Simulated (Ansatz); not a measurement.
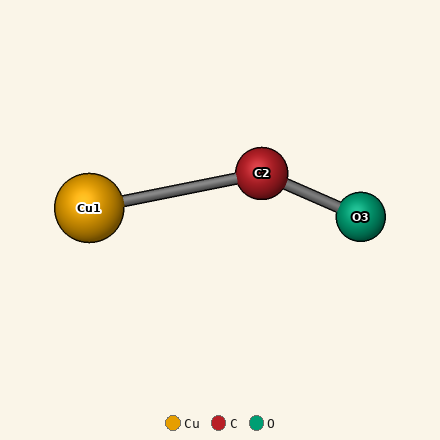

The system is Cu(CO), spin multiplicity 2; the picture shows the reference structure. 
- Coordinates scanned: (1) bond length Cu1–C2; (2) bond length C2–O3.
- Nothing is relaxed (all other coordinates rigid).
- The grid has 7 × 7 points.
- Energies are in kcal/mol, from the lowest grid point.
- These are results of UKS r2SCAN-D4/def2-TZVP in Ansatz 0.2.0, not measurements.

Its coordinates:

```csv
atom,x (Å),y (Å),z (Å)
Cu,-0.1012,0.0662,-1.5658
C,0.2447,-0.1326,0.2535
O,-0.1434,0.0664,1.3122
```

Range: bond length Cu1–C2 from 1.602 to 2.608 Å; bond length C2–O3 from 0.962 to 1.489 Å.

What landscape does the calculation give?

Answer. The lowest grid point is at bond length Cu1–C2 = 1.937 Å, bond length C2–O3 = 1.137 Å. No other kind of well shows on this grid. The highest grid point, bond length Cu1–C2 = 2.608 Å, bond length C2–O3 = 1.489 Å, lies 93 kcal/mol above the lowest. Round the minimum the two coordinates are weakly coupled (coupling 0.08 in units of the two stiffnesses).

```
bond length C2–O3 ↓, bond length Cu1–C2 →  1.602  1.769  1.937  2.105  2.272  2.440  2.608
                                    1.489     77     68     70     76     82     88     93
                                    1.401     55     45     46     52     58     63     67
                                    1.313     34     23     24     29     35     39     43
                                    1.225     18      7      7     11     16     20     23
                                    1.137     14      1      0      3      8     11     14
                                    1.050     29     15     13     16     19     22     25
                                    0.962     83     67     64     66     68     71     73
```

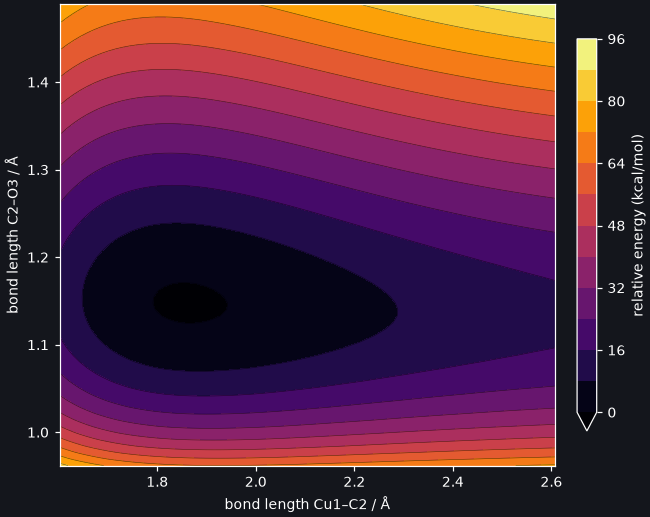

In the figure: filled contours. Between grid points the surface is interpolated.

Each point was launched as `ansatz run input.yaml --threads 1 --pin off --max-ram 2560MiB --backend cpu --events-out ev --progress --plain --runs-dir out`. Time for the 49 points that were run: 16 min on 1 thread of Arm Neoverse V1 (shared host).
